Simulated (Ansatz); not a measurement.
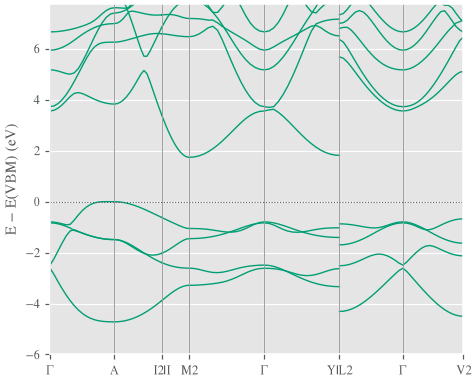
*Band structure from the program Ansatz at the r²SCAN level (PAW)*

The gap is 1.73 eV; an edge lies off the plotted path or next to a special point (maximum off the standard path, minimum at M2).

Q: Which compound is it?
(A) CaC2, C2/m (Ca on 2a, C on 4i)
(B) C, C2/m (C on 4i, C on 4i, C on 4i, C on 4i)
(C) B4C, Cm (Pearson symbol mS30)
(D) NaMoO2, C2/m (Na on 2d, Mo on 2a, O on 4i)

A: A, CaC2, C2/m (Ca on 2a, C on 4i)

The workflow started from a Materials Project entry (that database holds measured and hypothetical structures alike); the Crystallography Open Database copy checked does not list it. COD files the formula under space group No. 2. Whether it is the stable phase at ambient conditions was not checked. Symmetry was held in the r²SCAN relaxation; whether a distortion lowers the energy is not shown.

Potentials: the later of the program's two PAW sets.
